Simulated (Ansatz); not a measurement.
BH₄N₃

```xyz
8

B     0.1859   -0.9517    0.8852
N     0.4137    0.2353    0.1895
N    -0.8033   -1.8570    1.4021
N     0.7862   -2.0720    1.5559
H    -0.3351    0.8773   -0.0709
H     1.3435    0.5361   -0.1031
H    -1.1326   -1.6336    2.3540
H     1.0046   -2.8721    0.9423
```

Geometry: BLYP-D3(BJ)/def2-SVP.

Computed with Ansatz, isolated molecule in a Gaussian basis; Kohn-Sham density functional theory, functional PBE0.

**What can the converged electron density and electron localisation function tell about the bonding?**

B–N (1.39 Å): the density is about 2 e/Å³ at the midpoint; the ELF peaks at about 0.95 between the atoms; a short, strongly polar bond.
N–H (1.02 Å): ρ at the midpoint is about 2.8 e/Å³; the ELF climbs to about 1 towards the hydrogen, as it does in any bond to H; an ordinary covalent bond to hydrogen.
B–N (1.44 Å): the density is about 1.7 e/Å³ at the midpoint; the ELF peaks at about 0.85 between the atoms: a polar covalent bond.

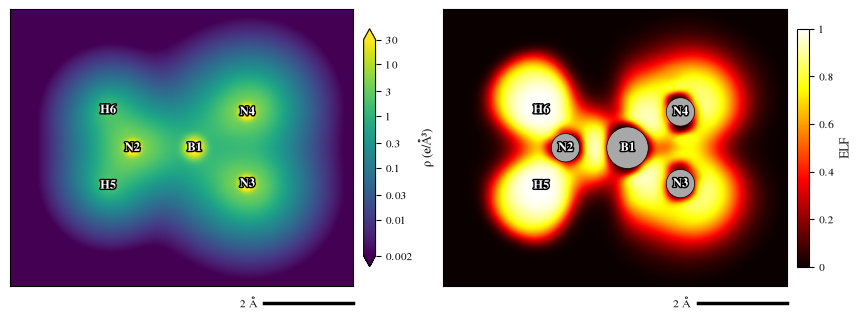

Computed electron density and electron localisation function on the plane of atoms N3, B1 and N4, in this order. Grey discs cover the atomic cores in the ELF map. 
